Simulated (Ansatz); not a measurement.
The reference is AlN in the wurtzite structure (space group P6_3mc, No. 186; a = 3.089 Å, c = 4.943 Å).

Now apply this change: every lattice vector is stretched by 3.00 %; the atoms relax in the strained cell.

All numbers come from Ansatz (a first-principles code), LDA, PAW, cutoff 420 eV, scalar-relativistic without spin-orbit coupling.

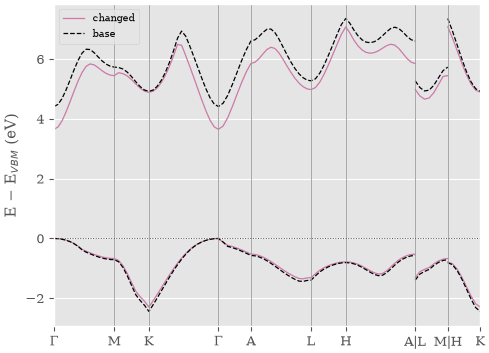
Figure: Highest valence and lowest conduction band along the path, each from its own valence-band maximum

Problem. Read the changed gap and its character from the plot.

Solution. About 3.7 eV, direct at Γ.

Whether these cells are dynamically stable was not tested.
